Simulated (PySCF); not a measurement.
**C3H12NSi2 (SMILES CCN(C)[SiH2][SiH2]) (doublet): density, localisation and related maps**

```csv
atom,x (Å),y (Å),z (Å)
C,-0.7739,1.7366,-0.9566
C,-0.4991,0.9430,0.3219
N,-0.4212,-0.4819,0.1279
C,-1.6991,-1.1168,-0.0537
Si,0.9951,-1.2232,-0.5255
Si,2.7669,-0.2791,0.5382
H,-0.7836,2.8023,-0.7424
H,0.0003,1.5334,-1.6932
H,-1.7375,1.4617,-1.3798
H,0.4526,1.2769,0.7505
H,-1.2890,1.1530,1.0544
H,-1.5695,-2.1961,-0.0215
H,-2.3779,-0.8220,0.7521
H,-2.1726,-0.8608,-1.0093
H,1.0030,-1.2051,-2.0125
H,0.8525,-2.6446,-0.1745
H,3.9674,-1.1077,0.6826
H,3.2768,1.0368,0.1297
```

Geometry: GFN2-xTB.

Method: UKS B3LYP, pcH-1 on C H N Si, non-relativistic, mean-field spin-orbit, GIAO (PySCF).

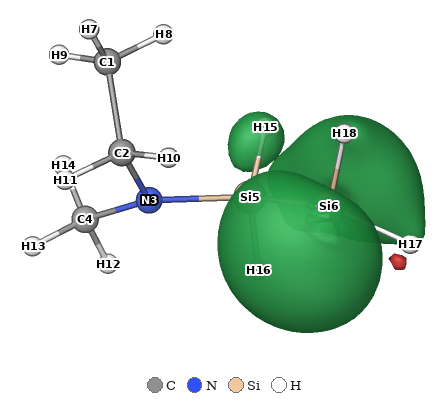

Figure 1. Isosurfaces of the spin density (α minus β) at +0.015 (green) and −0.015 e/Å³ (red), seen at an oblique angle.

### Where is the unpaired spin?

The unpaired spin (1 electron) lies mostly on Si6 (about 0.8) and Si5 (about 0.1), in electrons by Hirshfeld's partition.

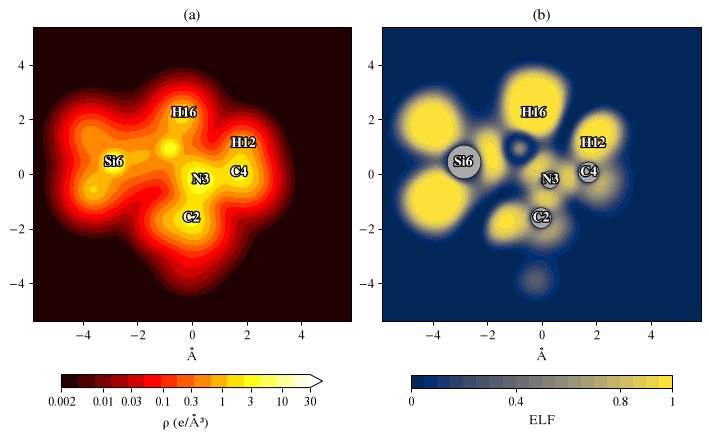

Figure 2. (a) electron density; (b) electron localisation function on the plane of atoms C2, N3 and C4. Grey discs cover the atomic cores in the ELF map.

### What does the map show?

- The section cuts through C, N, Si and H sites.
- C–N (1.44 Å): ρ at the midpoint is about 1.6 e/Å³; the ELF peaks at about 0.90 between the atoms (a covalent bond).
- C–H (1.09 Å): ρ at the midpoint is about 1.6 e/Å³; the ELF climbs to about 1 towards the hydrogen, as it does in any bond to H: an ordinary covalent bond to hydrogen.

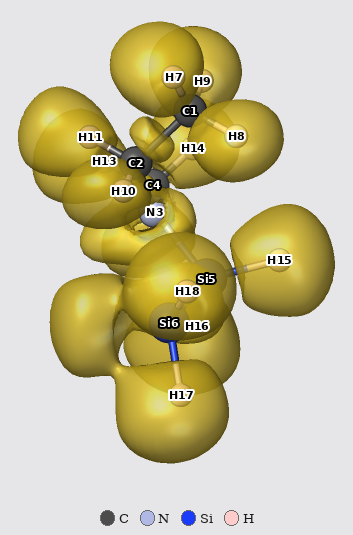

Figure 3. Isosurface of the ELF at 0.75 (yellow), seen at an oblique angle. Core shells and regions of very low density are left out.

### Identify the bonds, lone pairs and shells in this picture.

The surface consists of one region between bonded C–C atoms (shared pairs), ten regions around hydrogen nuclei, one region on N in which the atom's valence shell and bonds are merged and one joined region spread over several atoms (H, Si), in which their bonds and any lone pairs are merged. Profiles from the grid: C–C (1.53 Å): the ELF peaks at about 0.95 between the atoms; a covalent bond.
